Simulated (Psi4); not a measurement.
Two rigid molecules brought together: HCl ··· CH3Cl (SMILES Cl and CCl). Monomers: optimised at B3LYP-D3(BJ) (def2-TZVP), held rigid. Orientation: lowest of the rigid-body minima from ten starts at GFN2-xTB. R is the distance of the centres of mass, along which the second monomer moves.

Geometry at R = 3.43 Å (first 2 atoms: monomer A):
```
7

Cl     0.6410     0.0000     0.0000
H     -0.6410     0.0000     0.0000
C     -2.2913    -2.2696     0.7079
Cl    -2.7580    -0.6117     0.2043
H     -2.7678    -2.9775     0.0366
H     -1.2106    -2.3539     0.6467
H     -2.6290    -2.4247     1.7281
```

Methods: PBE-D3(BJ)/def2-TZVP, counterpoise-corrected (Psi4); SCS-MP2/aug-cc-pVTZ = DF-SCS-MP2/aug-cc-pVTZ, frozen core, counterpoise-corrected in Psi4; MP2/aug-cc-pVTZ = Psi4 with DF-MP2/aug-cc-pVTZ, frozen core, counterpoise-corrected; PBE0-D3(BJ)/def2-TZVP, counterpoise-corrected (Psi4); PBE0/def2-TZVP, counterpoise-corrected (Psi4).

Interaction energies in kcal/mol (negative: bound); R is the distance of the centres of mass, d the H2···Cl4 distance.

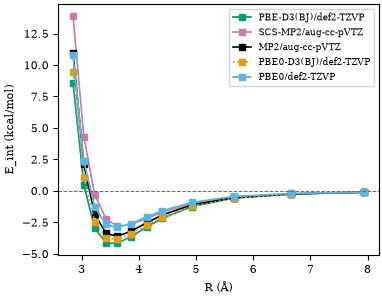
Figure. Interaction energy against separation.

```json
[
 {"R / Å": "2.85", "d / Å": "1.63", "PBE-D3(BJ)/def2-TZVP": "8.60", "SCS-MP2/aug-cc-pVTZ": "13.93", "MP2/aug-cc-pVTZ": "10.99", "PBE0-D3(BJ)/def2-TZVP": "9.42", "PBE0/def2-TZVP": "10.76"},
 {"R / Å": "3.04", "d / Å": "1.82", "PBE-D3(BJ)/def2-TZVP": "0.47", "SCS-MP2/aug-cc-pVTZ": "4.27", "MP2/aug-cc-pVTZ": "2.10", "PBE0-D3(BJ)/def2-TZVP": "1.12", "PBE0/def2-TZVP": "2.38"},
 {"R / Å": "3.23", "d / Å": "2.01", "PBE-D3(BJ)/def2-TZVP": "-2.97", "SCS-MP2/aug-cc-pVTZ": "-0.29", "MP2/aug-cc-pVTZ": "-1.87", "PBE0-D3(BJ)/def2-TZVP": "-2.46", "PBE0/def2-TZVP": "-1.29"},
 {"R / Å": "3.43", "d / Å": "2.21", "PBE-D3(BJ)/def2-TZVP": "-4.14", "SCS-MP2/aug-cc-pVTZ": "-2.26", "MP2/aug-cc-pVTZ": "-3.38", "PBE0-D3(BJ)/def2-TZVP": "-3.73", "PBE0/def2-TZVP": "-2.67"},
 {"R / Å": "3.62", "d / Å": "2.40", "PBE-D3(BJ)/def2-TZVP": "-4.17", "SCS-MP2/aug-cc-pVTZ": "-2.80", "MP2/aug-cc-pVTZ": "-3.60", "PBE0-D3(BJ)/def2-TZVP": "-3.86", "PBE0/def2-TZVP": "-2.90"},
 {"R / Å": "3.86", "d / Å": "2.64", "PBE-D3(BJ)/def2-TZVP": "-3.65", "SCS-MP2/aug-cc-pVTZ": "-2.68", "MP2/aug-cc-pVTZ": "-3.22", "PBE0-D3(BJ)/def2-TZVP": "-3.43", "PBE0/def2-TZVP": "-2.61"},
 {"R / Å": "4.14", "d / Å": "2.92", "PBE-D3(BJ)/def2-TZVP": "-2.87", "SCS-MP2/aug-cc-pVTZ": "-2.19", "MP2/aug-cc-pVTZ": "-2.53", "PBE0-D3(BJ)/def2-TZVP": "-2.73", "PBE0/def2-TZVP": "-2.07"},
 {"R / Å": "4.41", "d / Å": "3.19", "PBE-D3(BJ)/def2-TZVP": "-2.19", "SCS-MP2/aug-cc-pVTZ": "-1.69", "MP2/aug-cc-pVTZ": "-1.92", "PBE0-D3(BJ)/def2-TZVP": "-2.10", "PBE0/def2-TZVP": "-1.58"},
 {"R / Å": "4.93", "d / Å": "3.71", "PBE-D3(BJ)/def2-TZVP": "-1.24", "SCS-MP2/aug-cc-pVTZ": "-1.00", "MP2/aug-cc-pVTZ": "-1.11", "PBE0-D3(BJ)/def2-TZVP": "-1.22", "PBE0/def2-TZVP": "-0.91"},
 {"R / Å": "5.66", "d / Å": "4.44", "PBE-D3(BJ)/def2-TZVP": "-0.57", "SCS-MP2/aug-cc-pVTZ": "-0.50", "MP2/aug-cc-pVTZ": "-0.55", "PBE0-D3(BJ)/def2-TZVP": "-0.58", "PBE0/def2-TZVP": "-0.44"},
 {"R / Å": "6.67", "d / Å": "5.45", "PBE-D3(BJ)/def2-TZVP": "-0.24", "SCS-MP2/aug-cc-pVTZ": "-0.23", "MP2/aug-cc-pVTZ": "-0.25", "PBE0-D3(BJ)/def2-TZVP": "-0.25", "PBE0/def2-TZVP": "-0.20"},
 {"R / Å": "7.94", "d / Å": "6.72", "PBE-D3(BJ)/def2-TZVP": "-0.11", "SCS-MP2/aug-cc-pVTZ": "-0.11", "MP2/aug-cc-pVTZ": "-0.11", "PBE0-D3(BJ)/def2-TZVP": "-0.12", "PBE0/def2-TZVP": "-0.10"}
]
```

Lowest grid point: PBE-D3(BJ)/def2-TZVP -4.17 kcal/mol at R = 3.62 Å; SCS-MP2/aug-cc-pVTZ -2.80 kcal/mol at R = 3.62 Å; MP2/aug-cc-pVTZ -3.60 kcal/mol at R = 3.62 Å; PBE0-D3(BJ)/def2-TZVP -3.86 kcal/mol at R = 3.62 Å; PBE0/def2-TZVP -2.90 kcal/mol at R = 3.62 Å.
